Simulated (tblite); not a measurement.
**Run report: C7H12N2Si, geometry relaxation (part 2 of 2)**

The same run, continued: C7H12N2Si; GFN2-xTB geometry optimisation, gas phase (tblite 0.8.0). It belongs to a series of runs on one base structure; here: H on C replaced by CH2CN.

Trajectory as extended XYZ, continued:
```
22
Properties=species:S:1:pos:R:3:forces:R:3 step=102 energy=-778.10484
C     3.5416   -0.6119    0.6658    0.0000   0.0230   0.0090
C     2.3788    0.0113    0.8148   -0.0110  -0.0120   0.0200
C     1.2139   -0.1336   -0.0543   -0.0190   0.0190   0.0080
C     1.3673   -0.9657   -1.3005   -0.0230   0.0090   0.0110
N     0.1664    0.4625    0.3510    0.0070  -0.0090  -0.0030
C    -1.1182    0.4036   -0.2416   -0.0270   0.0060   0.0320
Si   -2.0686   -0.9352    0.7764    0.0370   0.0020  -0.0090
C    -1.7741    1.7856   -0.0694   -0.0240   0.0340   0.0090
C    -3.1372    1.7947   -0.5212   -0.0060   0.0020  -0.0050
N    -4.2181    1.7930   -0.8962    0.0250   0.0120  -0.0080
H     3.7438   -1.2766   -0.1559    0.0230  -0.0220  -0.0020
H     4.3392   -0.4792    1.3768    0.0200   0.0160  -0.0280
H     2.2172    0.6659    1.6608   -0.0220  -0.0100  -0.0210
H     2.1843   -0.5713   -1.9025    0.0120  -0.0050   0.0050
H     1.6055   -1.9927   -1.0289   -0.0390   0.0050  -0.0150
H     0.4603   -0.9636   -1.9001    0.0290  -0.0310   0.0160
H    -1.1265    0.1461   -1.3125   -0.0020   0.0050   0.0070
H    -3.4633   -0.9263    0.3530   -0.0360  -0.0200  -0.0180
H    -1.9269   -0.5735    2.1838    0.0100  -0.0110   0.0050
H    -1.4360   -2.2242    0.4971    0.0190   0.0110  -0.0010
H    -1.7416    2.0748    0.9847    0.0060  -0.0220  -0.0160
H    -1.2182    2.5357   -0.6426    0.0210  -0.0030   0.0030
22
Properties=species:S:1:pos:R:3:forces:R:3 step=119 energy=-778.11363
C     3.5539   -0.5651    0.6449    0.0010  -0.0070   0.0220
C     2.3918    0.0616    0.7831    0.0020   0.0160  -0.0100
C     1.2032   -0.1457   -0.0390   -0.0160   0.0080   0.0120
C     1.3287   -1.0526   -1.2332   -0.0070   0.0060  -0.0020
N     0.1678    0.4829    0.3452    0.0060   0.0200  -0.0100
C    -1.1193    0.4252   -0.2456   -0.0090   0.0200   0.0200
Si   -2.0645   -0.9729    0.6897    0.0050   0.0110   0.0060
C    -1.7699    1.8040   -0.0226   -0.0030   0.0090   0.0120
C    -3.1303    1.8608   -0.4781    0.0090  -0.0080  -0.0140
N    -4.2100    1.9085   -0.8537    0.0270  -0.0130  -0.0030
H     3.7278   -1.3186   -0.1036    0.0070   0.0100  -0.0290
H     4.3823   -0.3503    1.2974    0.0200  -0.0030   0.0140
H     2.2584    0.7975    1.5637   -0.0080  -0.0020   0.0100
H     2.1473   -0.7092   -1.8626    0.0200  -0.0170  -0.0180
H     1.5486   -2.0655   -0.9026   -0.0090  -0.0180   0.0000
H     0.4169   -1.0721   -1.8224   -0.0210  -0.0140  -0.0120
H    -1.1180    0.2105   -1.3263    0.0040   0.0100   0.0110
H    -3.4412   -1.0025    0.2084   -0.0140  -0.0020  -0.0110
H    -1.9845   -0.6678    2.1149   -0.0020   0.0040   0.0130
H    -1.3667   -2.2242    0.3953    0.0030  -0.0080  -0.0080
H    -1.7389    2.0470    1.0430    0.0000  -0.0200  -0.0070
H    -1.1938    2.5679   -0.5573   -0.0150  -0.0020   0.0040
22
Properties=species:S:1:pos:R:3:forces:R:3 step=136 energy=-778.11788
C     3.5711   -0.5359    0.6173    0.0070  -0.0110   0.0010
C     2.3960    0.0622    0.7705    0.0050  -0.0010   0.0110
C     1.2036   -0.1468   -0.0453    0.0090  -0.0140   0.0090
C     1.3049   -1.0687   -1.2318   -0.0040   0.0010   0.0120
N     0.1752    0.4849    0.3528    0.0090   0.0050  -0.0120
C    -1.1169    0.4287   -0.2240   -0.0010   0.0060   0.0140
Si   -2.0655   -0.9737    0.7009    0.0010  -0.0020   0.0210
C    -1.7665    1.8053    0.0101   -0.0150   0.0120  -0.0060
C    -3.0996    1.8669   -0.5166   -0.0310  -0.0040  -0.0020
N    -4.1557    1.9050   -0.9551    0.0160   0.0000   0.0000
H     3.7650   -1.2593   -0.1560   -0.0060  -0.0010  -0.0190
H     4.3934   -0.3229    1.2789    0.0100   0.0000  -0.0030
H     2.2467    0.7725    1.5721    0.0080   0.0030   0.0030
H     2.1546   -0.7842   -1.8501   -0.0040  -0.0120   0.0150
H     1.4551   -2.0903   -0.8847    0.0070   0.0160  -0.0100
H     0.4046   -1.0435   -1.8405    0.0080   0.0000   0.0090
H    -1.1213    0.2209   -1.3059   -0.0070   0.0070  -0.0030
H    -3.4312   -1.0224    0.1887   -0.0030   0.0060  -0.0050
H    -2.0250   -0.6607    2.1281    0.0050   0.0000  -0.0200
H    -1.3484   -2.2197    0.4286   -0.0030   0.0010  -0.0020
H    -1.7855    2.0225    1.0814   -0.0050  -0.0120  -0.0210
H    -1.1648    2.5785   -0.4807   -0.0050   0.0030   0.0090
22
Properties=species:S:1:pos:R:3:forces:R:3 step=153 energy=-778.11963
C     3.5818   -0.5290    0.5921    0.0010   0.0000   0.0050
C     2.4090    0.0675    0.7698   -0.0020  -0.0020   0.0020
C     1.2062   -0.1436   -0.0306    0.0000  -0.0010   0.0010
C     1.2928   -1.0911   -1.1978   -0.0020   0.0030   0.0010
N     0.1844    0.5061    0.3565    0.0000  -0.0010  -0.0020
C    -1.1088    0.4453   -0.2200   -0.0010   0.0020   0.0010
Si   -2.0613   -0.9715    0.6793    0.0030  -0.0010   0.0070
C    -1.7783    1.8109    0.0245   -0.0020   0.0020   0.0000
C    -3.1026    1.8632   -0.5259    0.0040   0.0000   0.0020
N    -4.1499    1.8946   -0.9850   -0.0040   0.0010  -0.0050
H     3.7600   -1.2477   -0.1895    0.0030  -0.0050  -0.0040
H     4.4183   -0.3177    1.2361    0.0020   0.0020   0.0010
H     2.2746    0.7778    1.5738   -0.0020   0.0030   0.0000
H     2.1478   -0.8347   -1.8203   -0.0030   0.0040  -0.0050
H     1.4278   -2.1073   -0.8308   -0.0010  -0.0010   0.0030
H     0.3940   -1.0638   -1.8077   -0.0030  -0.0010   0.0010
H    -1.1089    0.2503   -1.3043    0.0030   0.0000  -0.0020
H    -3.4216   -1.0136    0.1519    0.0010   0.0030   0.0020
H    -2.0331   -0.6725    2.1092    0.0020  -0.0030  -0.0060
H    -1.3425   -2.2145    0.4003   -0.0010  -0.0050   0.0000
H    -1.8210    2.0096    1.0981   -0.0030  -0.0020   0.0000
H    -1.1790    2.6010   -0.4411    0.0030   0.0000   0.0000
```

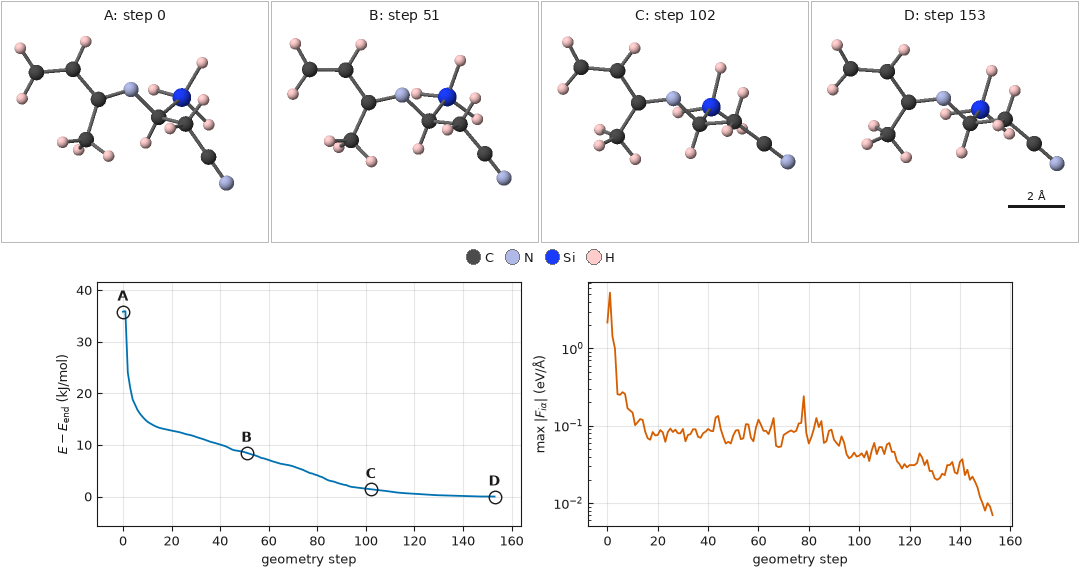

*Frames of the relaxation (ball-and-stick view, seen at a tilt) above the curves, on which the letters mark them (steps are counted from 0).*

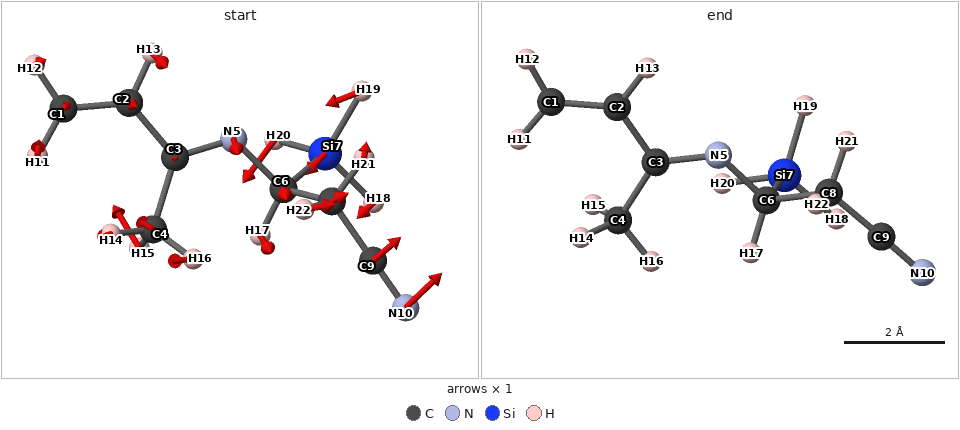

*Before (left) and after (right) the relaxation, at one scale (ball-and-stick view, seen at a tilt). The red arrows give the displacements, at true length.*

After 153 geometry steps the energy has fallen by 35.8 kJ/mol. The largest force component goes from 2.2 to 0.007 eV/Å. The atom that moves furthest after the best rigid fit is H16 (1.43 Å). Largest moves by element: H 1.43 Å, N 1.03 Å, C 0.80 Å, Si 0.63 Å. Distances before and after: N5–C6 1.482 → 1.417 Å, C8–C9 1.473 → 1.435 Å, Si7–H19 1.496 → 1.461 Å, C3–N5 1.305 → 1.271 Å. Among the angles that change: C3–N5–C6 121.5° → 126.0°, H18–Si7–H19 108.2° → 112.2°, Si7–C6–H17 105.4° → 109.2°. (Atoms are counted from 1 in the order of the input.)

The run was set up as follows.

Input:
```
{"job": {"kind": "relax", "xc": "GFN2-xTB", "basis": "xTB"}, "charge": 0, "multiplicity": 1}
C      3.689600    -0.613000     0.413700
C      2.483700    -0.189900     0.846300
C      1.234400    -0.167200     0.065100
C      1.276000    -0.367400    -1.444600
N      0.135300     0.035800     0.739300
C     -1.189900     0.040500     0.075000
Si    -2.386500    -0.879100     1.244300
C     -1.585500     1.504300    -0.194100
C     -2.730200     1.580800    -1.117500
N     -3.635900     1.641500    -1.848200
H      3.851300    -0.982600    -0.590200
H      4.532700    -0.608000     1.086200
H      2.375700     0.133400     1.897800
H      2.274600    -0.185100    -1.848400
H      0.983200    -1.395600    -1.662000
H      0.593200     0.316100    -1.929500
H     -1.182000    -0.541300    -0.845400
H     -3.726500    -0.977000     0.611700
H     -2.531900    -0.138500     2.535800
H     -1.898200    -2.262700     1.516700
H     -1.823600     2.036400     0.738900
H     -0.749900     2.038100    -0.651900
```

The first line tells a small driver script what to run in tblite; the rest is the geometry in Å.

Run as:
```bash
OMP_NUM_THREADS=1 python <driver script> task.json out
```

Key numbers:

```tsv
quantity	value
outcome	converged
total energy	−778.1196 eV
hardware	1 CPU thread, shared host
wall time	1.3 s
peak memory	0.18 GiB
```
